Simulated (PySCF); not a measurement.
**NMR shielding calculation, with input and output: C$_{5}$H$_{7}$FO$_{2}$Si**

C$_{5}$H$_{7}$FO$_{2}$Si, computed with GIAO PBE0/pcSseg-1 NMR shielding, non-relativistic, gas phase (PySCF 2.14.0).

The geometry comes from this level: GFN2-xTB. It belongs to a series of runs on one base structure; here: H on Si replaced by COCH3. Figures and captions count atoms from 1; the log counts them from 0 in places.

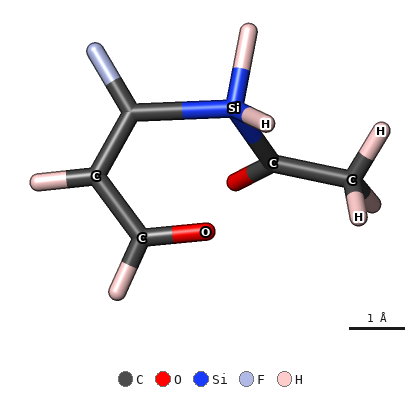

Figure 1. The structure as given in the input (stick view, seen at a tilt). Bond lengths as drawn: C–C 1.34 to 1.50 Å, C–F 1.33 Å, C–H 1.08 to 1.10 Å, C–O 1.21 to 1.22 Å, C–Si 1.90 to 1.94 Å and H–Si 1.45 to 1.48 Å.

## Input
```
{"job": {"kind": "nmr", "xc": "PBE0", "basis": "pcSseg-1"}, "charge": 0, "multiplicity": 1}
C     -1.207331    -2.237097     0.355063
C     -1.031220    -0.843936    -0.169327
O     -1.925838    -0.037456    -0.210183
Si     0.764413    -0.440643    -0.782422
C      0.882952     1.439656    -1.003537
F      1.099771     1.920211    -2.227144
C      0.673822     2.280752     0.024674
C      0.434868     1.629853     1.276909
O      0.538826     0.416369     1.404590
H     -0.627048    -2.312883     1.272321
H     -2.253001    -2.455013     0.561169
H     -0.802048    -2.950358    -0.357786
H      1.843231    -1.084844    -0.050864
H      0.806378    -0.920497    -2.182314
H      0.649641     3.355283    -0.057030
H      0.144986     2.249548     2.134470
```

The first line tells a small driver script what to run in PySCF; the rest is the geometry in Å.

Machine: 1 CPU thread, shared host.

Launch command:
```bash
OMP_NUM_THREADS=1 python <driver script> task.json out
```

## Log
```
coarse grid: 14656 points
cycle   1  E = -733.5141531554  dE =  1.426e+00  |g| = 1.064e+00  |ddm| = 3.702e+00
cycle   2  E = -732.6299769436  dE =  8.842e-01  |g| = 2.315e+00  |ddm| = 2.647e+00
cycle   3  E = -733.7231793143  dE = -1.093e+00  |g| = 2.314e-01  |ddm| = 2.142e+00
cycle   4  E = -733.7320669989  dE = -8.888e-03  |g| = 1.301e-01  |ddm| = 2.865e-01
cycle   5  E = -733.7344787361  dE = -2.412e-03  |g| = 4.861e-02  |ddm| = 1.021e-01
cycle   6  E = -733.7349223138  dE = -4.436e-04  |g| = 1.613e-02  |ddm| = 4.545e-02
cycle   7  E = -733.7349683912  dE = -4.608e-05  |g| = 5.733e-03  |ddm| = 1.456e-02
cycle   8  E = -733.7349744308  dE = -6.040e-06  |g| = 1.417e-03  |ddm| = 5.360e-03
final grid: 139592 points
cycle   9  E = -733.8144162977  dE = -1.017e-05  |g| = 1.551e-02  |ddm| = 2.802e-02
cycle  10  E = -733.8142904842  dE =  1.258e-04  |g| = 3.032e-02  |ddm| = 2.949e-02
cycle  11  E = -733.8144612020  dE = -1.707e-04  |g| = 1.948e-03  |ddm| = 2.028e-02
cycle  12  E = -733.8144620209  dE = -8.190e-07  |g| = 3.756e-04  |ddm| = 1.792e-03
cycle  13  E = -733.8144620373  dE = -1.640e-08  |g| = 1.979e-04  |ddm| = 4.004e-04
cycle  14  E = -733.8144620442  dE = -6.867e-09  |g| = 4.050e-05  |ddm| = 1.709e-04
cycle  15  E = -733.8144620445  dE = -2.601e-10  |g| = 2.306e-05  |ddm| = 4.369e-05
```

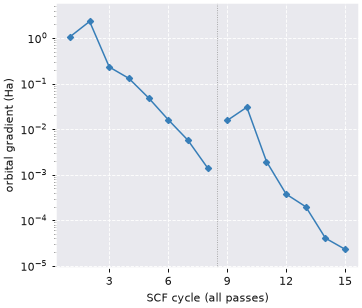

Figure 2. Convergence of the self-consistent field: orbital gradient against the SCF cycle. The dotted line marks the change from a coarse to the final integration grid. The first 8 cycles use a coarse grid, the final grid takes over at cycle 9, and the field converges after 15 cycles in all.

```
converged SCF energy = -733.8144620445

GIAO shielding tensors (ppm)
atom      isotropic    diamagn.    paramagn.     s11        s22        s33       span
  0 C      145.671     252.215    -106.544    114.925    131.349    190.739     75.813
  1 C      -48.391     255.125    -303.516   -133.917   -111.104     99.847    233.764
  2 O     -422.594     402.786    -825.380  -1161.970   -451.500    345.689   1507.659
  3 Si     427.898     880.689    -452.791    381.418    432.305    469.972     88.553
  4 C      -26.160     258.855    -285.015   -147.424     -3.386     72.329    219.754
  5 F      219.141     472.459    -253.318     29.247    171.063    457.113    427.867
  6 C       60.902     261.482    -200.580    -45.764     81.920    146.549    192.313
  7 C      -13.363     249.974    -263.337   -100.668    -49.108    109.687    210.356
  8 O     -230.332     408.244    -638.576   -706.728   -340.835    356.566   1063.294
  9 H       28.910      30.181      -1.272     26.524     28.794     31.411      4.886
 10 H       29.477      28.422       1.055     26.656     27.326     34.448      7.793
 11 H       29.066      29.072      -0.006     26.409     29.473     31.315      4.906
 12 H       26.466      29.898      -3.432     24.478     24.837     30.083      5.605
 13 H       27.367      29.586      -2.218     23.636     26.886     31.580      7.944
 14 H       24.945      31.024      -6.078     21.071     24.928     28.837      7.767
 15 H       22.267      28.860      -6.594     20.671     22.948     23.181      2.510
```

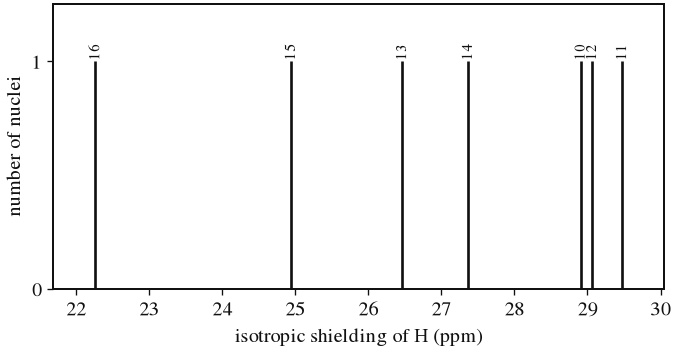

Figure 3. Isotropic shieldings of the hydrogen nuclei in this fixed geometry, labelled by atom number; shielding grows to the right, so chemical shift grows to the left. The least shielded is H16 (22.3 ppm), the most shielded H11 (29.5 ppm).

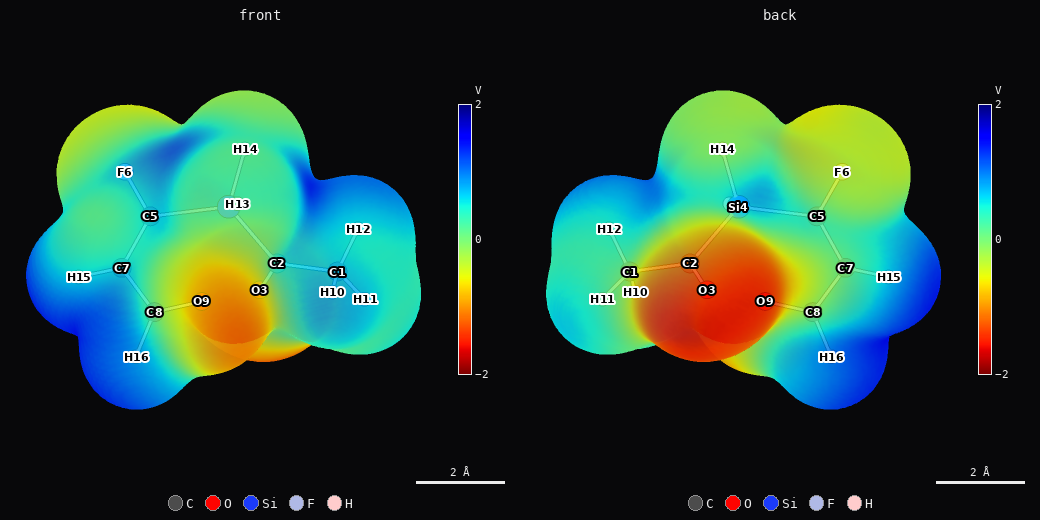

Figure 4. The molecular electrostatic potential painted on the density surface at 0.002 e/bohr³, seen face on and from behind; red is negative and blue positive. A positive charge is drawn to the negative regions and a negative charge to the positive ones. Its dipole moment is 1.84 D.

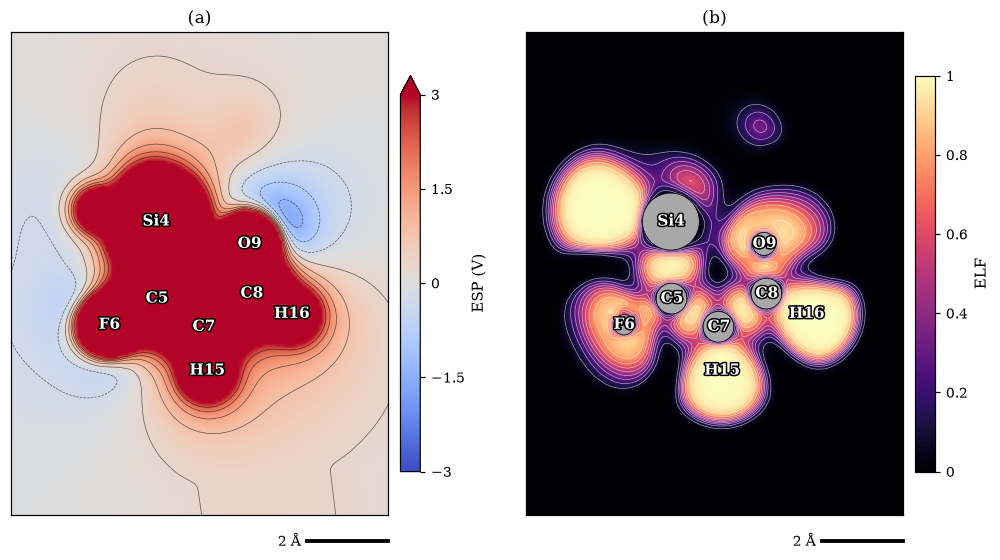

Figure 5. (a) molecular electrostatic potential; (b) ELF on the plane of atoms C5, C7 and H15. Grey discs, where drawn, cover atomic cores. C–O (1.22 Å): the ELF peaks at about 0.90 between the atoms (a double or triple bond). C–C (1.34 Å): the ELF peaks at about 0.95 between the atoms (a double or triple bond). C–H (1.08 Å): the ELF climbs to about 1 towards the hydrogen, as it does in any bond to H; a covalent bond by its length.

## Summary

```csv
quantity,value
outcome,converged
total energy,−733.814462 hartree
HOMO,−6.70 eV
LUMO,−2.52 eV
dipole moment,1.84 D
"isotropic shielding, C",−48.4 to 145.7 ppm
"isotropic shielding, O",−422.6 to −230.3 ppm
"isotropic shielding, Si",427.9 ppm
"isotropic shielding, F",219.1 ppm
"isotropic shielding, H",22.3 to 29.5 ppm
wall time,83 s
peak memory,0.86 GiB
```
